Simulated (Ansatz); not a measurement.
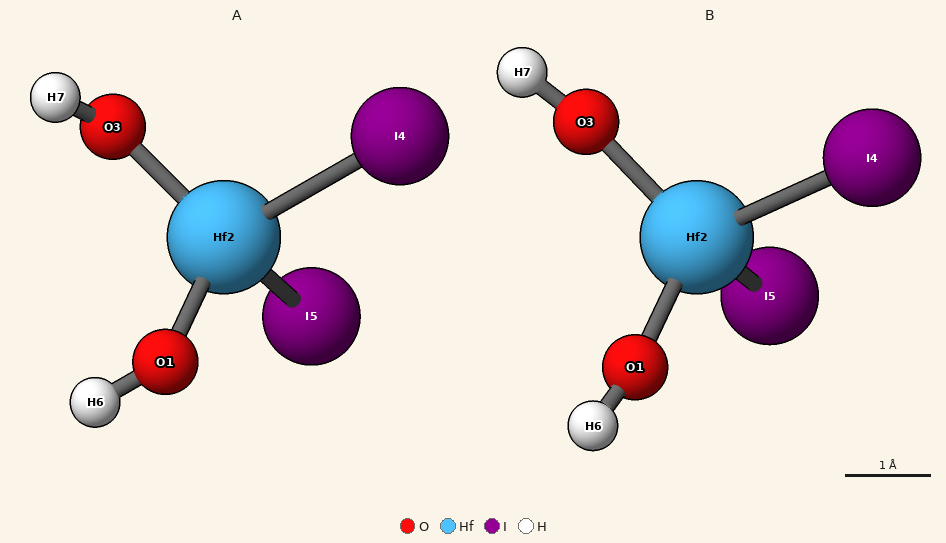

Two geometries of HfH₂O₂I₂, drawn at one scale. One is the start of a relaxation, the other its converged end. A ball-and-stick model, seen at a tilt.

Method: Ansatz, RKS PBE0-D4/def2-TZVP. (force threshold 0.005 eV/Å; at most 150 steps)

> Which geometry has the lower energy?

Structure B is the relaxed one. The start comes from GFN2-xTB. After 8 geometry steps the energy has fallen by 27.8 kJ/mol. The largest force component goes from 2.2 to 0.0044 eV/Å. The largest moves after the best rigid fit, 0.60 Å, are those of H6 and H7. Largest moves by element: H 0.60 Å, I 0.34 Å, O 0.10 Å. Hf stays in place. Some distances before and after: Hf2–O3 1.860 → 1.890 Å, Hf2–I4 2.721 → 2.729 Å, O1–H6 0.960 → 0.952 Å. Among the angles between lasting bonds that change: Hf2–O3–H7 132.0° → 170.5°, I4–Hf2–I5 105.7° → 110.9°, O1–Hf2–I4 113.2° → 108.8°.
